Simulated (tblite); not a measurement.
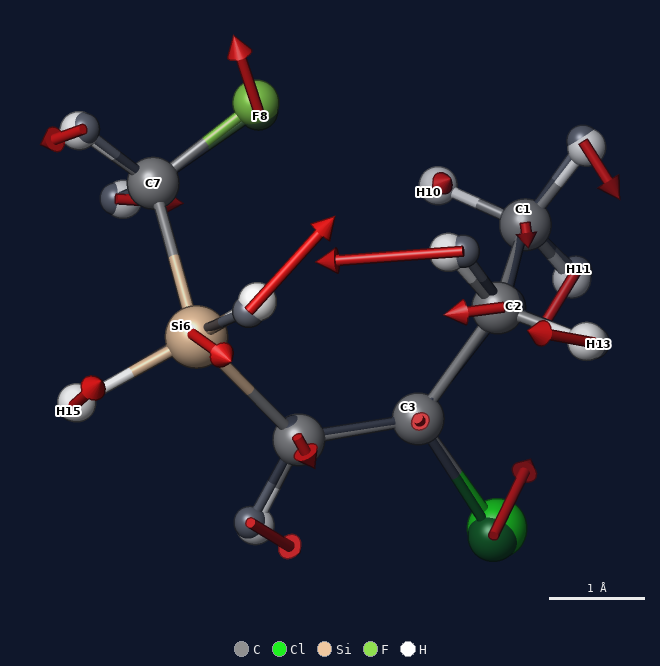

This is a relaxation of C5H10ClFSi. The starting structure is drawn faded, the final one solid; red arrows show the displacements, magnified 10 times. The two geometries are superimposed by the best rigid fit.

A ball-and-stick model, seen at a tilt.

All numbers below come from tblite, GFN2-xTB geometry optimisation, gas phase. 

Describe the change and its energy.

The atom that moves furthest after the best rigid fit is an H atom (0.16 Å). Largest moves by element: H 0.16 Å, Cl 0.14 Å, Si 0.10 Å, F 0.09 Å, C 0.07 Å. Among the contacts that change: C–Si 1.849 → 1.925 Å, C–Si 1.831 → 1.879 Å, C–C 1.524 → 1.491 Å, C–F 1.357 → 1.382 Å. Bond angles that change, for instance: H–Si–H 106.3° → 111.5°, Si–C–H 111.6° → 115.8°, C–Si–H 109.4° → 112.9°. After 59 geometry steps the energy has fallen by 18.5 kJ/mol.
